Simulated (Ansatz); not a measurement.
```xyz
8

C    -2.1490   -0.8690   -1.9074
C    -0.7400   -1.2519   -1.5022
F    -3.0515   -1.5690   -1.1470
F     0.1279   -0.6463   -2.3556
F    -0.4781   -0.8156   -0.2470
H    -2.2955   -1.1061   -2.9745
H    -2.2822    0.2149   -1.7500
H    -0.5758   -2.3440   -1.5337
```

Geometry: B3LYP-D3(BJ)/def2-SVP.

Computed with Ansatz 0.2.0, isolated molecule in a Gaussian basis; Kohn-Sham density functional theory, functional PBE0.

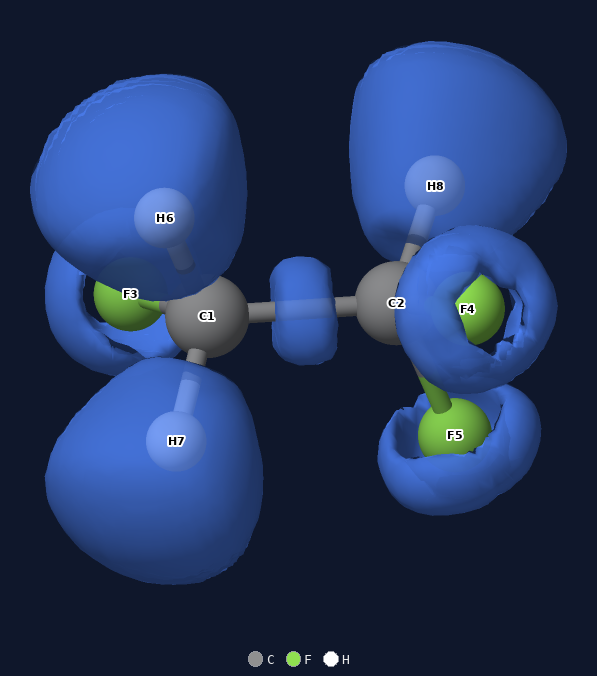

C2H3F3 (SMILES FCC(F)F). Isosurface of the ELF at 0.85 (blue), seen from one side. Only the valence region is drawn (cores and ρ < 0.01 e/Å³ removed).

> Identify the bonds, lone pairs and shells in this picture.

The ELF exceeds this value in one region between bonded C–C atoms (shared pairs), three regions around hydrogen nuclei and three regions wrapped around F (its lone pairs, merged into a ring or cap). Profiles from the grid: C–F (1.35 Å): the ELF peaks at about 0.85 between the atoms, as expected for a shared but strongly polarised pair. C–C (1.52 Å): the ELF peaks at about 1 between the atoms (a shared electron pair).
